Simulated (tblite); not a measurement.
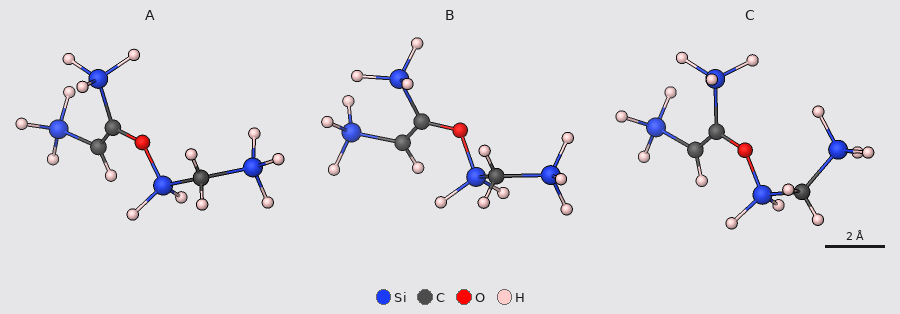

3 geometries from one relaxation of C3H14OSi4, in shuffled order. The picture is a ball-and-stick view, seen at a tilt.

Computed with tblite 0.8.0, GFN2-xTB geometry optimisation, gas phase. 

### Order the frames from highest to lowest energy.

B, A, C. They are steps 0, 190, 287, at +0.712 eV, +0.060 eV relative to the last. The energy falls by 0.712 eV in 287 geometry steps. The atom that moves furthest after the best rigid fit is an H atom (2.15 Å). By element the largest moves are H 2.15 Å, O 1.16 Å, Si 1.01 Å, C 0.57 Å. Some distances before and after: Si–Si 3.277 → 3.664 Å, O–Si 1.722 → 1.625 Å, C–Si 1.820 → 1.871 Å, C–Si 1.855 → 1.898 Å. Bond angles that change, for instance: Si–C–O 117.2° → 106.9°, C–O–Si 123.6° → 133.6°, C–C–Si 122.9° → 130.3°. Groups turn about O–Si by about 60°, C–O by about 50°, C–Si by about 50°. Cost: 6 s on 1 thread of Arm Neoverse N1 (shared host).
